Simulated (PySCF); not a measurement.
# C₂H₇Cl₃P₂Si₂: NMR shielding calculation

The run: NMR shielding calculation of C₂H₇Cl₃P₂Si₂, SMILES ClCC(Cl)(Cl)[SiH]1P[SiH2]P1. Method and program: GIAO PBE0/pcSseg-1 NMR shielding, non-relativistic, gas phase (PySCF 2.14.0).

The geometry comes from this level: GFN2-xTB. It belongs to a series of runs on one base structure; here: CH2 inserted into a Cl-C bond. Figures and captions count atoms from 1; the log counts them from 0 in places.

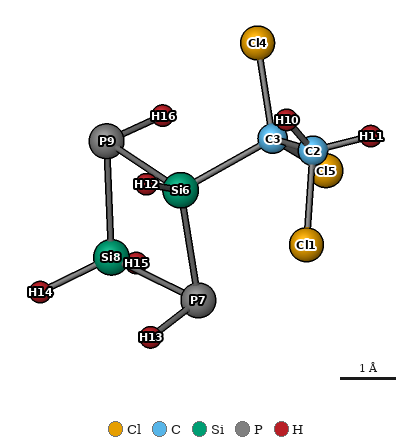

Figure 1. The structure as given in the input (ball-and-stick view, seen at a tilt; atoms are numbered from 1 in the order of the input). Bond lengths as drawn: C–C 1.50 Å, C–Cl 1.77 to 1.78 Å, C–H 1.09 Å, C–Si 1.93 Å, H–P 1.38 Å, H–Si 1.46 to 1.47 Å and P–Si 2.25 to 2.28 Å.

Summary

```tsv
quantity	value
outcome	converged
total energy	−2721.573168 hartree
HOMO	−6.82 eV
LUMO	−1.07 eV
dipole moment	1.04 D
isotropic shielding, Cl	653.3 to 829.0 ppm
isotropic shielding, C	96.9 to 123.4 ppm
isotropic shielding, Si	354.7 to 423.5 ppm
isotropic shielding, P	560.7 to 584.4 ppm
isotropic shielding, H	26.2 to 29.1 ppm
hardware	1 CPU thread, shared host
wall time	1.7 min
peak memory	1.1 GiB
```

Input file
```
{"job": {"kind": "nmr", "xc": "PBE0", "basis": "pcSseg-1"}, "charge": 0, "multiplicity": 1}
Cl    -2.173353     1.680701    -0.838207
C     -2.671405     0.177616    -0.044267
C     -1.441606    -0.654031     0.196672
Cl    -1.850093    -1.928677     1.368286
Cl    -0.906636    -1.416233    -1.318600
Si     0.039379     0.393831     0.851033
P      1.284710     1.070552    -0.895866
Si     2.908890    -0.023691     0.262636
P      1.570845    -0.938434     1.849479
H     -3.128341     0.446614     0.908422
H     -3.403703    -0.320731    -0.681455
H     -0.489258     1.365568     1.814737
H      1.555859     2.324682    -0.377140
H      3.844350     0.893978     0.910330
H      3.584641    -0.997277    -0.591785
H      1.268122    -2.065522     1.109282
```

The first line tells a small driver script what to run in PySCF; the rest is the geometry in Å.

Launch command:
```bash
OMP_NUM_THREADS=1 python <driver script> task.json out
```

What the program printed
```
coarse grid: 17880 points
cycle   1  E = -2721.4694488318  dE =  1.053e+00  |g| = 4.393e-01  |ddm| = 4.123e+00
cycle   2  E = -2721.3880954450  dE =  8.135e-02  |g| = 7.380e-01  |ddm| = 1.431e+00
cycle   3  E = -2721.5222985978  dE = -1.342e-01  |g| = 7.057e-02  |ddm| = 8.945e-01
cycle   4  E = -2721.5233104800  dE = -1.012e-03  |g| = 3.604e-02  |ddm| = 1.467e-01
cycle   5  E = -2721.5236657534  dE = -3.553e-04  |g| = 6.164e-03  |ddm| = 5.890e-02
cycle   6  E = -2721.5236761098  dE = -1.036e-05  |g| = 2.165e-03  |ddm| = 1.247e-02
cycle   7  E = -2721.5236773803  dE = -1.270e-06  |g| = 5.228e-04  |ddm| = 3.821e-03
final grid: 142968 points
cycle   8  E = -2721.5731601870  dE = -3.995e-05  |g| = 6.494e-03  |ddm| = 3.363e-02
cycle   9  E = -2721.5731530595  dE =  7.128e-06  |g| = 7.665e-03  |ddm| = 1.447e-02
cycle  10  E = -2721.5731670829  dE = -1.402e-05  |g| = 2.033e-03  |ddm| = 1.016e-02
cycle  11  E = -2721.5731679978  dE = -9.150e-07  |g| = 3.625e-04  |ddm| = 2.501e-03
cycle  12  E = -2721.5731680309  dE = -3.310e-08  |g| = 7.593e-05  |ddm| = 5.043e-04
cycle  13  E = -2721.5731680324  dE = -1.450e-09  |g| = 2.010e-05  |ddm| = 1.330e-04
cycle  14  E = -2721.5731680325  dE = -9.550e-11  |g| = 4.694e-06  |ddm| = 3.753e-05
```

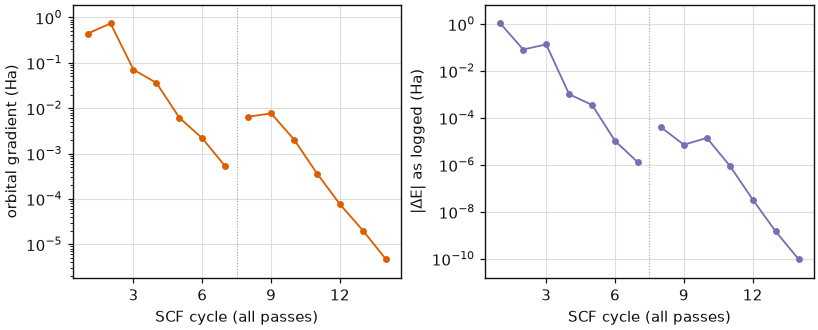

Figure 2. Convergence of the self-consistent field: orbital gradient and size of the energy change against the SCF cycle. The dotted line marks the change from a coarse to the final integration grid. The first 7 cycles use a coarse grid, the final grid takes over at cycle 8, and the field converges after 14 cycles in all.

```
converged SCF energy = -2721.5731680325

GIAO shielding tensors (ppm)
atom      isotropic    diamagn.    paramagn.     s11        s22        s33       span
  0 Cl     829.030    1146.613    -317.583    679.656    798.589   1008.846    329.190
  1 C      123.410     246.399    -122.989     96.461    124.040    149.728     53.267
  2 C       96.863     249.307    -152.444     71.616    104.489    114.484     42.868
  3 Cl     653.499    1146.512    -493.013    365.054    630.324    965.120    600.066
  4 Cl     653.311    1147.137    -493.826    433.789    567.299    958.846    525.057
  5 Si     354.732     877.279    -522.546    283.803    360.523    419.871    136.069
  6 P      560.676     966.175    -405.499    373.980    626.873    681.175    307.195
  7 Si     423.466     879.172    -455.706    390.157    423.080    457.161     67.004
  8 P      584.365     967.160    -382.795    441.691    645.776    665.629    223.938
  9 H       27.591      29.071      -1.479     21.597     28.721     32.457     10.860
 10 H       27.350      29.011      -1.661     21.913     27.215     32.921     11.008
 11 H       26.238      28.899      -2.660     22.351     25.771     30.593      8.242
 12 H       28.626      29.447      -0.821     23.826     26.633     35.420     11.593
 13 H       26.861      28.523      -1.662     23.676     24.104     32.805      9.129
 14 H       27.024      28.160      -1.136     23.603     24.159     33.309      9.706
 15 H       29.098      29.544      -0.446     25.124     28.917     33.253      8.129
```

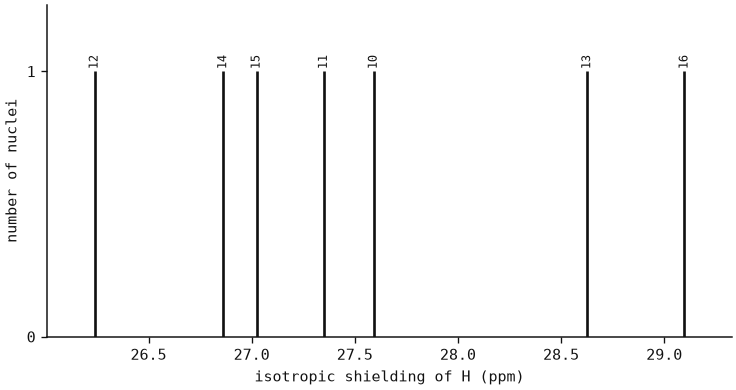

Figure 3. Isotropic shieldings of the hydrogen nuclei in this fixed geometry, labelled by atom number; shielding grows to the right, so chemical shift grows to the left. The least shielded is H12 (26.2 ppm), the most shielded H16 (29.1 ppm).
